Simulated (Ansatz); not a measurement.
Single-point calculation, with input and output: CH6BNOSi

The run: single-point calculation of CH6BNOSi. Method and program: RKS B3LYP-D4/def2-TZVPP (Ansatz 0.2.0).

The geometry comes from this level: PBE0-D4/def2-TZVP. Figures and captions count atoms from 1; the log counts them from 0 in places.

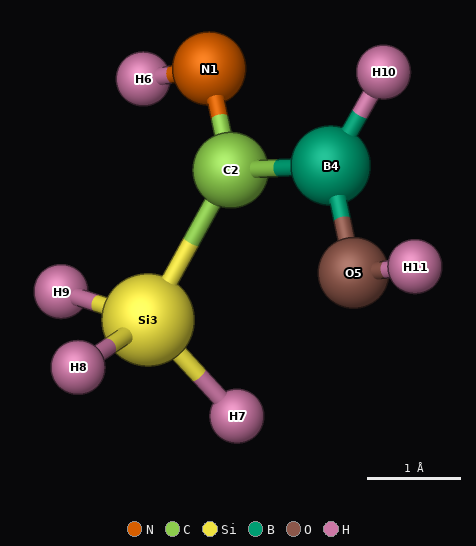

Fig. 1: The structure (ball-and-stick view, seen at a tilt; atoms are numbered from 1 in the order of the input).

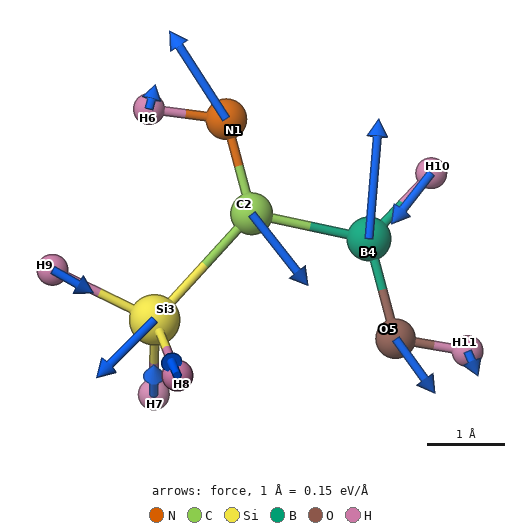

Fig. 2: Forces on the atoms as blue arrows (ball-and-stick view, seen at a tilt; atoms are numbered from 1 in the order of the input). The largest act on B4 (0.24 eV/Å); N1 (0.21 eV/Å); C2 (0.18 eV/Å); Si3 (0.16 eV/Å), among others. The geometry is not a stationary point of this energy.

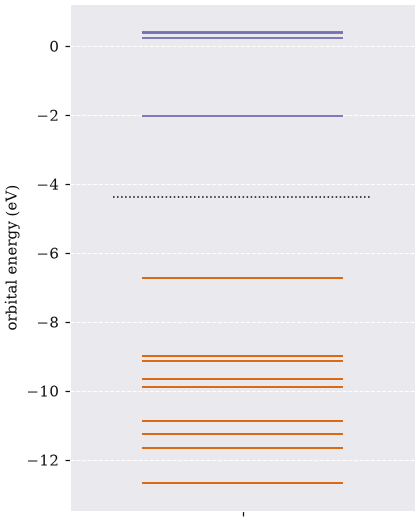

Fig. 3: Orbital energies near the frontier; the dotted line parts filled from empty levels, and levels within 0.02 eV of each other stand side by side. Highest filled −6.73 eV, lowest empty −2.04 eV, 4.69 eV apart.

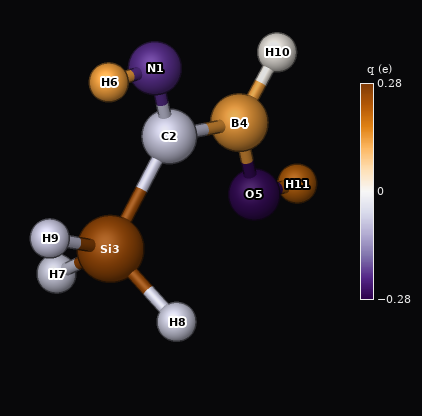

Fig. 4: Mulliken charges, as the colour of each atom (ball-and-stick view, seen at a tilt; atoms are numbered from 1 in the order of the input). By element: N −0.22, C −0.07, Si +0.26, B +0.14, O −0.26 and H −0.08 to +0.21 e.

The input that produced these results follows, with the program's output.

The input
```yaml
crystal:
  periodic: [false, false, false]
  atoms:
    - {symbol: N, position_ang: [-0.669096, 1.720219, 0.573664]}
    - {symbol: C, position_ang: [-0.226306, 0.601054, 0.132427]}
    - {symbol: Si, position_ang: [0.233224, -0.847347, 1.277561]}
    - {symbol: B, position_ang: [-0.076204, 0.474041, -1.431334]}
    - {symbol: O, position_ang: [0.388406, -0.707883, -1.896243]}
    - {symbol: H, position_ang: [-0.738763, 1.725279, 1.596722]}
    - {symbol: H, position_ang: [-0.594264, -2.046533, 0.983546]}
    - {symbol: H, position_ang: [1.667288, -1.210453, 1.133026]}
    - {symbol: H, position_ang: [-0.027192, -0.392276, 2.672416]}
    - {symbol: H, position_ang: [-0.358252, 1.375416, -2.169010]}
    - {symbol: H, position_ang: [0.466461, -0.748518, -2.852274]}
basis:
  gaussian: {orbitals: def2-TZVPP}
hamiltonian: {xc: {name: B3LYP}, dispersion: d4}
output: {forces: true, orbitals: {seedname: orbitals}}
```

Output
```
Functional definition: B3LYP
  name "B3LYP"
  cite "Stephens, Devlin, Chabalowski & Frisch, J. Phys. Chem. 98, 11623 (1994) doi:10.1021/j100096a001"
  cite "Becke, Phys. Rev. A 38, 3098 (1988) doi:10.1103/PhysRevA.38.3098"
  cite "Lee, Yang & Parr, Phys. Rev. B 37, 785 (1988) doi:10.1103/PhysRevB.37.785"
  cite "Vosko, Wilk & Nusair, Can. J. Phys. 58, 1200 (1980) doi:10.1139/p80-159"
  parameter a0 = 0.2
  parameter ax = 0.72
  parameter ac = 0.81
  exchange = (1 - a0 - ax)*slater_x + ax*b88_x + a0*exact_x
  correlation = (1 - ac)*vwn_rpa_c + ac*lyp_c
1300 factors; their error is unknown
mean field evaluation 1: about -13220.5588 eV, gradient 6.8e1 eV
mean field evaluation 2: about -13207.5866 eV, gradient 1.0e2 eV
mean field evaluation 4: about -13229.1160 eV, gradient 9.6e0 eV
mean field evaluation 8: about -13229.3149 eV, gradient 1.8e-1 eV
mean field evaluation 16: about -13229.3272 eV, gradient 1.7e-4 eV
mean field -13229.32718658 eV, -486.1688069467 hartree, gradient 2.5e-5 eV, S^2 0.000000; 0 other end points of the search recorded, 0 dependent functions left out
the calculation of the forces begins
reference -13229.32746681 eV, -486.1688172451 hartree; 23, 23 occupied and 227, 227 virtual orbitals, 1300 factors
Total energy: -13229.68849198 eV, -486.1820846753 hartree
Atom 0 at    -0.669096     1.720219     0.573664 Å, force    -0.063749     0.149955     0.127792 eV/Å
Atom 1 at    -0.226306     0.601054     0.132427 Å, force     0.052435    -0.120050    -0.124514 eV/Å
Atom 2 at     0.233224    -0.847347     1.277561 Å, force     0.037791    -0.121146     0.105115 eV/Å
Atom 3 at    -0.076204     0.474041    -1.431334 Å, force    -0.082460     0.224635     0.001769 eV/Å
Atom 4 at     0.388406    -0.707883    -1.896243 Å, force     0.039924    -0.092428    -0.088128 eV/Å
Atom 5 at    -0.738763     1.725279     1.596722 Å, force    -0.017070     0.047803    -0.008418 eV/Å
Atom 6 at    -0.594264    -2.046533     0.983546 Å, force     0.052456     0.073514     0.018846 eV/Å
Atom 7 at     1.667288    -1.210453     1.133026 Å, force    -0.089345     0.020990     0.009422 eV/Å
Atom 8 at    -0.027192    -0.392276     2.672416 Å, force     0.018368    -0.034104    -0.086406 eV/Å
Atom 9 at    -0.358252     1.375416    -2.169010 Å, force     0.033467    -0.104445     0.070272 eV/Å
Atom 10 at     0.466461    -0.748518    -2.852274 Å, force     0.018183    -0.044723    -0.025751 eV/Å
Dipole moment:     0.108743    -0.254923    -0.221644 e Å
```

Summary

- outcome: converged
- total energy: −13229.6885 eV
- mean-field energy: −13229.3275 eV
- dispersion energy: −0.3610 eV
- SCF solution under orbital rotations: stable
- HOMO: −6.73 eV
- LUMO: −2.04 eV
- largest force (length of the vector): 0.239 eV/Å
- dipole moment: 1.70 D
- hardware: 4 threads of Oxide Virtual Turin-like, 27 GiB of memory available, shared host
- wall time: 4.9 s (CPU time 17 s)
- peak memory: 0.66 GiB
